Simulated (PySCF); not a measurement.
## NMR shielding calculation of C$_{6}$H$_{11}$FO

C$_{6}$H$_{11}$FO, computed with GIAO PBE0/pcSseg-1 NMR shielding, non-relativistic, gas phase (PySCF 2.14.0).

The geometry comes from this level: GFN2-xTB. Figures and captions count atoms from 1; the log counts them from 0 in places.

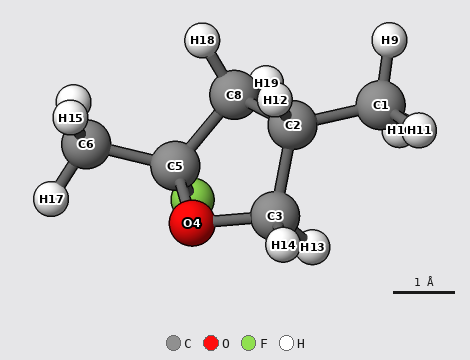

**Figure 1.** The structure (ball-and-stick view, seen at a tilt; atoms are numbered from 1 in the order of the input).

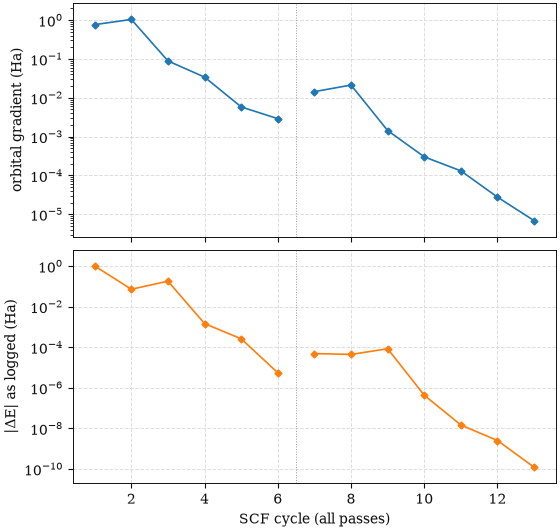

**Figure 2.** Convergence of the self-consistent field: orbital gradient and size of the energy change against the SCF cycle. The dotted line marks the change from a coarse to the final integration grid. The first 6 cycles use a coarse grid, the final grid takes over at cycle 7, and the field converges after 13 cycles in all.

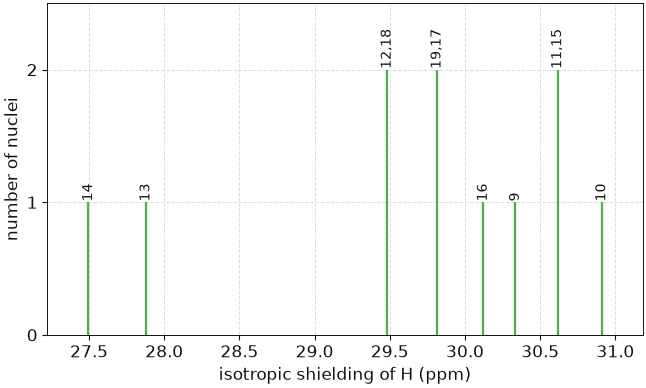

**Figure 3.** Isotropic shieldings of the hydrogen nuclei in this fixed geometry, labelled by atom number; shielding grows to the right, so chemical shift grows to the left. The least shielded is H14 (27.5 ppm), the most shielded H10 (30.9 ppm).

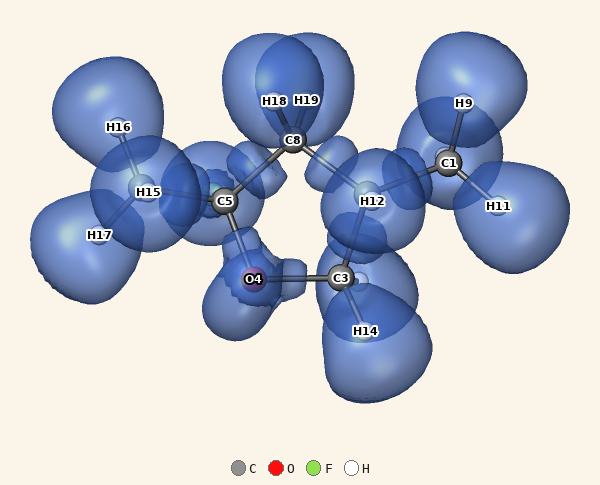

**Figure 4.** Isosurface of the electron localisation function at 0.75 (blue), seen face on. Core shells and regions of very low density are left out. C–F (1.41 Å): the ELF peaks at about 0.85 between the atoms (a polar covalent bond).

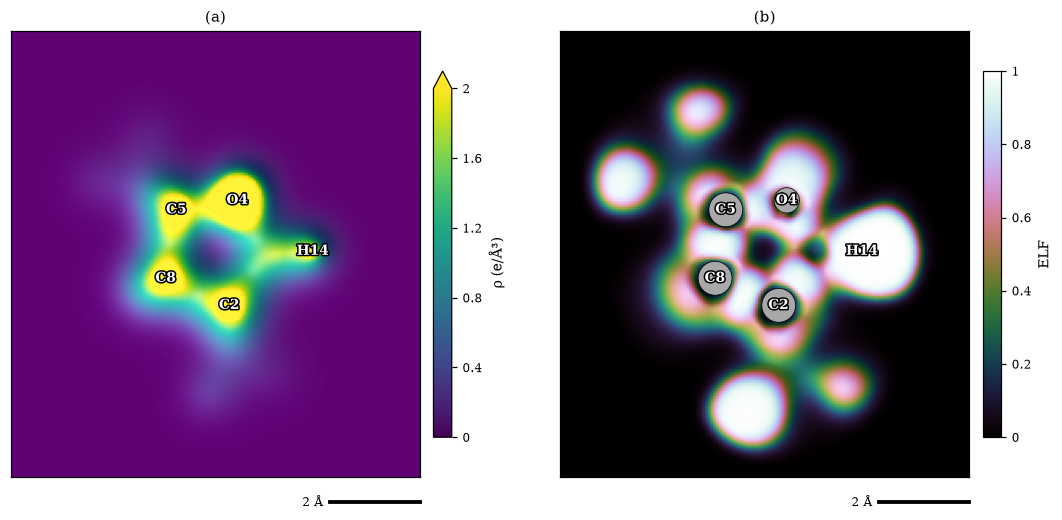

**Figure 5.** (a) total electron density; (b) electron localisation function on the plane of atoms C2, C8 and C5. Grey discs, where drawn, cover atomic cores.

These pictures come from the run below.

### Input file
```
{"job": {"kind": "nmr", "xc": "PBE0", "basis": "pcSseg-1"}, "charge": 0, "multiplicity": 1}
C     -2.334182    -0.522621    -0.478466
C     -1.086249    -0.185961     0.322241
C     -0.726738     1.307438     0.284510
O      0.672451     1.357082     0.511707
C      1.249753     0.290622    -0.147629
C      2.574982    -0.085988     0.489248
F      1.523920     0.695280    -1.467835
C      0.196452    -0.833246    -0.226384
H     -2.528274    -1.591964    -0.442612
H     -2.211600    -0.226904    -1.517977
H     -3.196971    -0.000521    -0.071199
H     -1.227917    -0.487911     1.364126
H     -0.962010     1.734561    -0.698882
H     -1.205093     1.900862     1.062890
H      2.405553    -0.410804     1.511039
H      3.040936    -0.882721    -0.083548
H      3.224512     0.784913     0.493903
H      0.506667    -1.699308     0.354204
H      0.074004    -1.133560    -1.266799
```

The first line tells a small driver script what to run in PySCF; the rest is the geometry in Å.

Run as:
```bash
OMP_NUM_THREADS=1 python <driver script> task.json out
```

### The program's output
```
coarse grid: 15512 points
cycle   1  E = -409.6585107402  dE =  1.002e+00  |g| = 7.639e-01  |ddm| = 3.723e+00
cycle   2  E = -409.5867214621  dE =  7.179e-02  |g| = 1.038e+00  |ddm| = 1.208e+00
cycle   3  E = -409.7664980944  dE = -1.798e-01  |g| = 8.858e-02  |ddm| = 7.134e-01
cycle   4  E = -409.7679508505  dE = -1.453e-03  |g| = 3.398e-02  |ddm| = 8.562e-02
cycle   5  E = -409.7682089297  dE = -2.581e-04  |g| = 5.810e-03  |ddm| = 3.116e-02
cycle   6  E = -409.7682144047  dE = -5.475e-06  |g| = 2.894e-03  |ddm| = 7.148e-03
final grid: 149152 points
cycle   7  E = -409.8362330742  dE = -4.847e-05  |g| = 1.438e-02  |ddm| = 3.547e-02
cycle   8  E = -409.8361892073  dE =  4.387e-05  |g| = 2.123e-02  |ddm| = 2.428e-02
cycle   9  E = -409.8362729379  dE = -8.373e-05  |g| = 1.431e-03  |ddm| = 1.508e-02
cycle  10  E = -409.8362733648  dE = -4.269e-07  |g| = 3.010e-04  |ddm| = 1.346e-03
cycle  11  E = -409.8362733793  dE = -1.453e-08  |g| = 1.312e-04  |ddm| = 3.145e-04
cycle  12  E = -409.8362733818  dE = -2.500e-09  |g| = 2.765e-05  |ddm| = 9.201e-05
cycle  13  E = -409.8362733820  dE = -1.204e-10  |g| = 6.857e-06  |ddm| = 2.593e-05
converged SCF energy = -409.8362733820

GIAO shielding tensors (ppm)
atom      isotropic    diamagn.    paramagn.     s11        s22        s33       span
  0 C      168.119     245.746     -77.627    151.765    166.297    186.296     34.531
  1 C      148.844     249.864    -101.020    120.267    159.826    166.439     46.172
  2 C      107.521     246.903    -139.381     61.331    104.309    156.925     95.594
  3 O      198.453     399.434    -200.982    141.571    173.968    279.819    138.248
  4 C       60.409     245.086    -184.677     41.088     54.407     85.731     44.643
  5 C      159.385     247.373     -87.988    140.590    151.733    185.833     45.243
  6 F      279.563     478.052    -198.489    175.608    301.382    361.700    186.092
  7 C      136.068     251.513    -115.445    105.550    132.943    169.711     64.162
  8 H       30.335      28.954       1.381     25.692     27.932     37.382     11.689
  9 H       30.909      30.040       0.869     26.762     29.634     36.331      9.569
 10 H       30.608      28.521       2.087     25.677     27.950     38.196     12.519
 11 H       29.463      32.770      -3.307     25.912     27.423     35.055      9.143
 12 H       27.878      31.229      -3.351     23.228     27.777     32.628      9.401
 13 H       27.496      30.434      -2.937     23.175     26.809     32.505      9.330
 14 H       30.623      29.995       0.628     26.662     28.968     36.238      9.576
 15 H       30.121      28.958       1.163     26.377     28.117     35.869      9.492
 16 H       29.816      28.053       1.763     25.944     27.685     35.819      9.875
 17 H       29.500      33.111      -3.612     25.442     29.486     33.572      8.130
 18 H       29.811      32.722      -2.910     25.768     30.131     33.535      7.768
```

### Results in brief

- outcome: converged
- total energy: −409.836273 hartree
- HOMO: −8.07 eV
- LUMO: 1.28 eV
- dipole moment: 2.53 D
- isotropic shielding, C: 60.4 to 168.1 ppm
- isotropic shielding, O: 198.5 ppm
- isotropic shielding, F: 279.6 ppm
- isotropic shielding, H: 27.5 to 30.9 ppm
- hardware: 1 CPU thread, shared host
- wall time: 26 s
- peak memory: 0.85 GiB
